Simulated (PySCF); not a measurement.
C3H10O2Si2

Input file:

```
{"job": {"kind": "nmr", "xc": "PBE0", "basis": "pcSseg-1"}, "charge": 0, "multiplicity": 1}
C      3.099911    -0.700641     0.652606
O      1.746837    -0.530560     0.984597
C      1.027269     0.233265     0.037264
Si    -0.713763     0.372318     0.807924
C     -2.005008     1.333012    -0.277783
O     -3.033980     0.336082    -0.361516
Si    -2.499845    -1.052002     0.358001
H      3.615587     0.266181     0.587898
H      3.546253    -1.298920     1.444562
H      3.210289    -1.221513    -0.306974
H      1.037027    -0.266398    -0.941319
H      1.505881     1.213829    -0.097720
H     -0.542053     1.054198     2.101678
H     -2.437979     2.225363     0.176620
H     -1.700444     1.594680    -1.294311
H     -2.418942    -2.121816    -0.642359
H     -3.444040    -1.425048     1.410384
```

Launched as:

```sh
OMP_NUM_THREADS=1 python probes_run.py task.json out
```

Geometry: GFN2-xTB.

Computed with PySCF 2.14.0, PBE0/pcSseg-1, SCF density, gas phase, non-relativistic.

What can the converged electron density and electron localisation function tell about the bonding?

Answer. C–O (1.40 Å): ρ at the midpoint is about 2.1 e/Å³, with its minimum of 1.8 e/Å³ about 0.5 Å from C; the ELF peaks at about 0.90 between the atoms, as expected for a polar covalent bond.
C–Si (1.91 Å): the density is about 0.92 e/Å³ at the midpoint; the ELF peaks at about 1 between the atoms; localised, covalent bonding.
C–H (1.09 Å): ρ at the midpoint is about 2 e/Å³; the ELF climbs to about 1 towards the hydrogen, as it does in any bond to H: a covalent bond by its length.

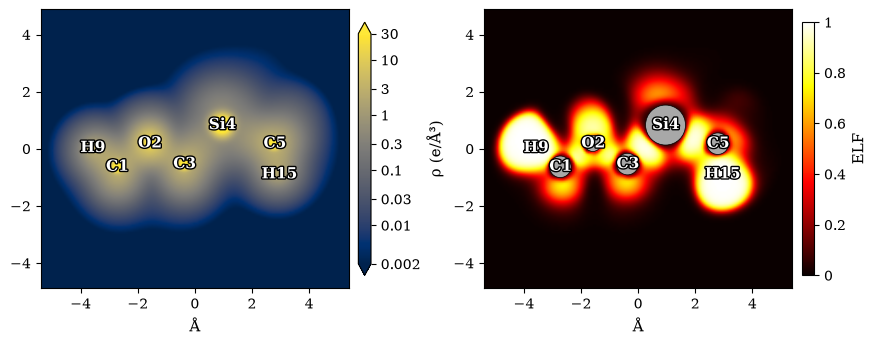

Computed electron density and electron localisation function on the plane of atoms C3, Si4 and C5, in this order. Grey discs cover the atomic cores in the ELF map. 
